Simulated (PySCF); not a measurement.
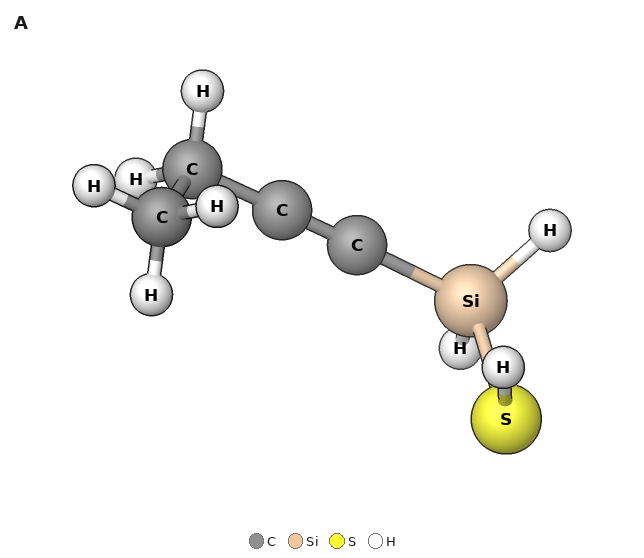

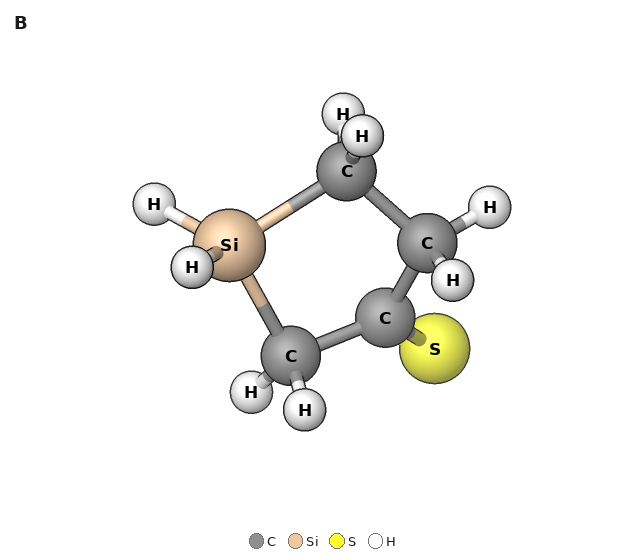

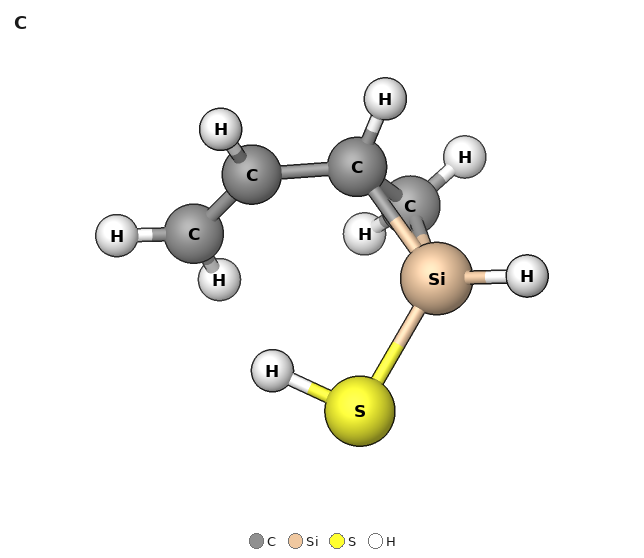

3 stationary structures of one formula. Geometries: GFN2-xTB. Electronic energies: PBE0/pcSseg-1 (PySCF 2.14.0), without zero-point energy. No frequency run is at hand to confirm each as a minimum. Each is one conformer, not always the lowest.

### How are they related?

They are constitutional isomers of C4H8SSi: A `CCC#C[SiH2]S`, B `S=C1CC[SiH2]C1`, C `C=C[C@@H]1C[Si@@H]1S`.

### Which structure is the most stable?

B is lowest; A lies 9.8 kcal/mol above it, C lies 14.2 kcal/mol above it.

The geometry is semi-empirical. Around Si such bond lengths and angles can be off by a tenth of an ångström or more and by several degrees, and values that hang on the shape move with them.
